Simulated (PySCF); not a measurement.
C4H7NOSi (SMILES N#CCC(=O)C[SiH3])

The calculation's input:

```
{"job": {"xc": "WP04", "basis": "pcSseg-1", "solvent": "chloroform", "kind": "nmr", "pop": true}, "charge": 0, "multiplicity": 1}
N      2.210436     0.014078     2.165699
C      1.787137    -0.532167     1.237227
C      1.235413    -1.181333     0.061488
C      0.349186    -0.307480    -0.849801
O      0.105864    -0.713186    -1.956656
C     -0.216302     0.954606    -0.285705
Si    -1.735243     0.638407     0.820556
H      2.042409    -1.591549    -0.564890
H      0.621063    -2.041826     0.379550
H     -0.541862     1.594568    -1.118941
H      0.522067     1.488931     0.332643
H     -2.822086     0.025626     0.002650
H     -2.189368     1.942617     1.381725
H     -1.369393    -0.291765     1.929791
```

Launched as:

```sh
OMP_NUM_THREADS=1 python ens_run.py task.json out
```

Geometry: PBE0-D3(BJ)/def2-SVP.

Level of theory: PySCF 2.14.0, WP04/pcSseg-1, SCF density, in a chloroform solvent model, non-relativistic.

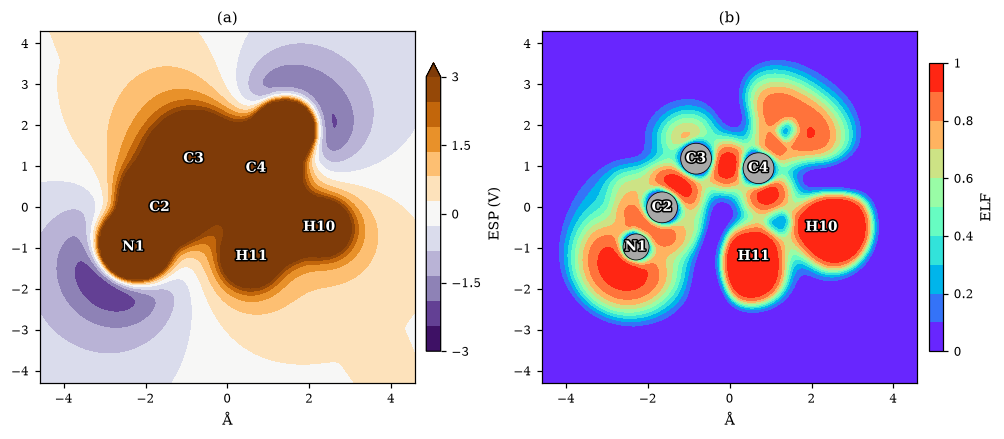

Figure 1. (a) electrostatic potential; (b) ELF on the plane of atoms C2, C3 and C4. Grey discs cover the atomic cores in the ELF map.

Q: What do the fields say about this system?

A: Atoms in the plane: N, C and H. C–N (1.16 Å): the ELF peaks at about 0.85 between the atoms: a short, multiple covalent bond. C–C (1.45 Å): the ELF peaks at about 0.95 between the atoms; localised, covalent bonding. C–C (1.54 Å): the ELF peaks at about 0.95 between the atoms (a shared electron pair). The ELF also peaks beside N1 and O5, away from the bonds: lone-pair regions. Outside the dense part of the molecule the potential is most negative (−2.4 V) near N1.

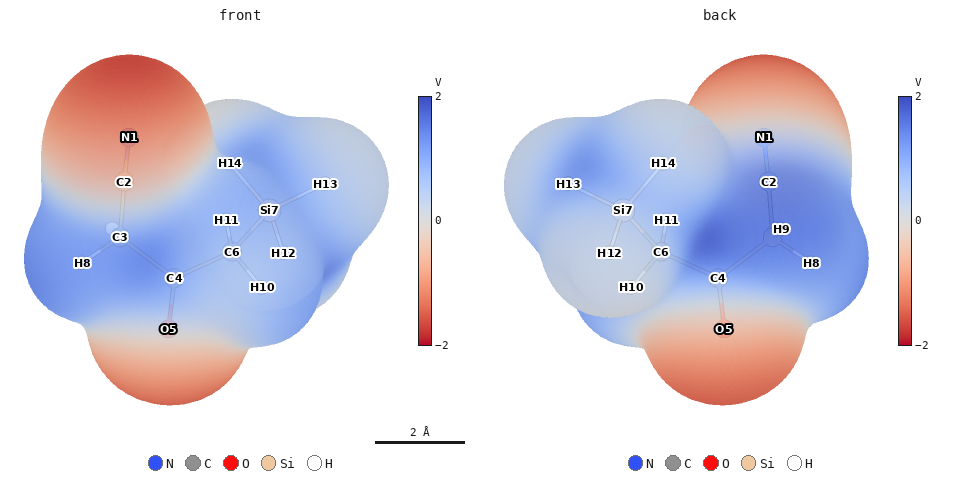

Figure 2. The electrostatic potential painted on the density surface at 0.001 e/bohr³, seen from the front and from behind; red is negative and blue positive.

Q: Which sites attract a positive test charge, and which a negative one?

A: A positive charge is drawn to the negative regions and a negative charge to the positive ones. The most negative region (about −1.7 V) lies over N1, the most positive (about +1.7 V) over C4, Si7 and H9. N1 is the likeliest acceptor of a hydrogen bond.

Q: How polar is the molecule by this calculation?

A: Its dipole moment is 1.57 D.
